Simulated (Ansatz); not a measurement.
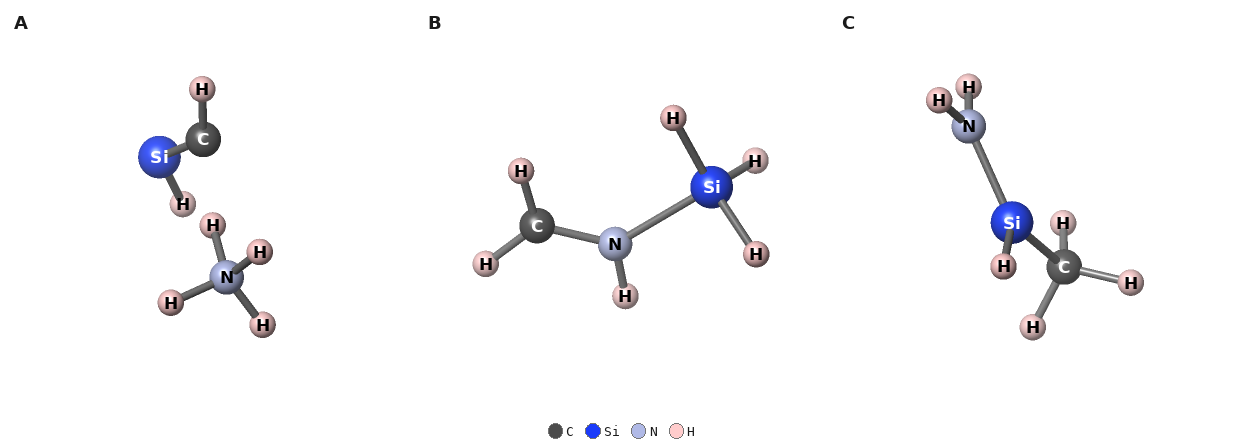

3 stationary structures of one formula. The species has charge +1 and is a spin singlet. Geometries: PBE-D4/def2-SVP. Electronic energies: PBE-D4/def2-SVP (Ansatz 0.2.0), without zero-point energy. No frequency run is at hand to confirm each as a minimum. Each is one conformer, not always the lowest.

> Which is lowest in energy, and by how much?

C is lowest; B lies 19.3 kcal/mol above it, A lies 87.7 kcal/mol above it.
